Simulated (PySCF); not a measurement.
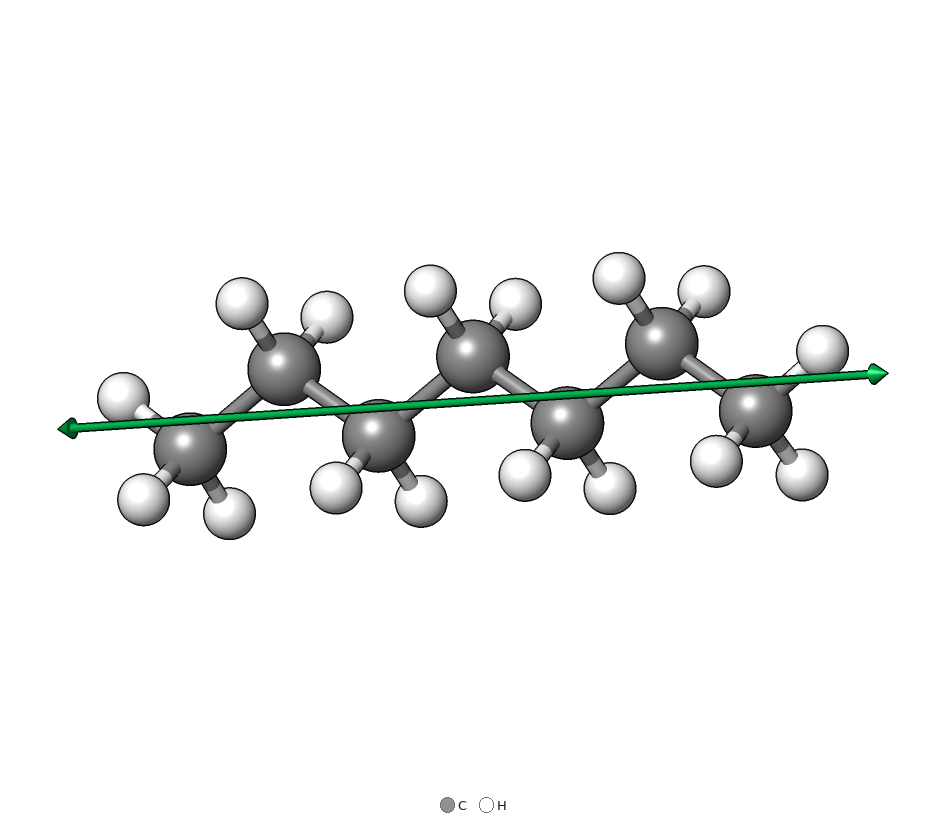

The double arrow shows the direction of the transition dipole to excited singlet state 1 (its length means nothing). Computed geometry: PBE0-D3(BJ)/def2-SVP optimisation. No frequency run is at hand to confirm it as a minimum. Method: TDDFT PBE0/6-31+G*, vertical, gas phase, core orbitals frozen in the response (PySCF 2.14.0).

**Give its energy, strength and character.**

8.39 eV (148 nm), oscillator strength 0.023, mainly HOMO → LUMO (weight 0.87); transition dipole 0.85 D.
